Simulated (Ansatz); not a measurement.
# The dipole moment down a group: B to In

One atom is swapped for its congeners: C2H7BO `CBOC`; C2H7GaO `C[O][GaH][CH3]`; C2H7InO `C[O][InH][CH3]`. The Al member is missing. All are singlets with charge 0.

Shapes, held fixed at every level: PBE0-D4/def2-TZVP. Flexible molecules stand in one conformer, not always the lowest. Programs: Ansatz 0.2.0. Values in D.

| level | C2H7BO | C2H7GaO | C2H7InO |
| --- | --- | --- | --- |
| PBE-D4/def2-TZVPP | 1.01 | 1.73 | 2.17 |
| r2SCAN-D4/def2-TZVPP | 0.99 | 1.78 | 2.26 |
| B3LYP-D4/def2-TZVPP | 1.06 | 1.82 | 2.32 |
| wB97M-V/def2-TZVPP | 1.06 | 1.82 | 2.35 |

At wB97M-V/def2-TZVPP the dipole moment rises at every step, from 1.06 to 2.35 D. Every level shows the same order. For atoms past krypton def2 sets carry core potentials with scalar relativity. Relativity is left out for Ga unless named.

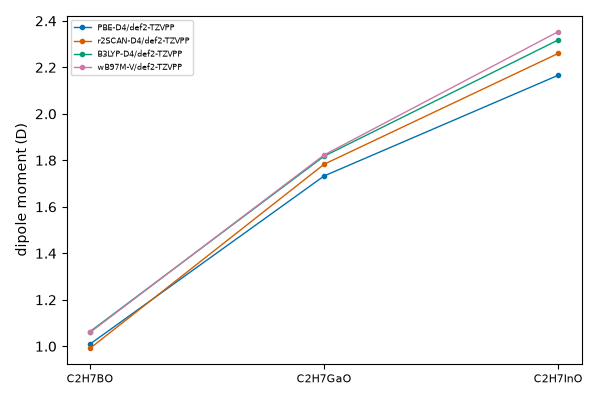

The trend along the series, level by level.
